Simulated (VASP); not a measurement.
Band structure of MgSe (rock salt). All values below come from TPSS meta-GGA, VASP's PBE PAW potentials (set 64) (plane waves; VASP 6.6.1).

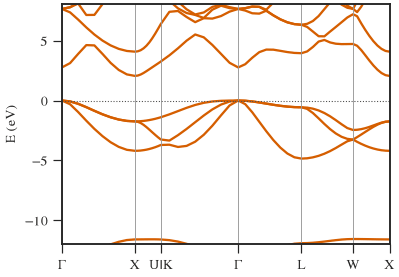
*Bands along high-symmetry lines, zero at the valence-band maximum or, without a gap, the Fermi level*

Problem. Read the plot: is there a gap, and where are the band edges?

Solution. The gap is indirect, 2.05 eV, from the valence maximum at Γ to the conduction minimum at X.

The compound is MgSe in the rock salt structure. It was relaxed first.
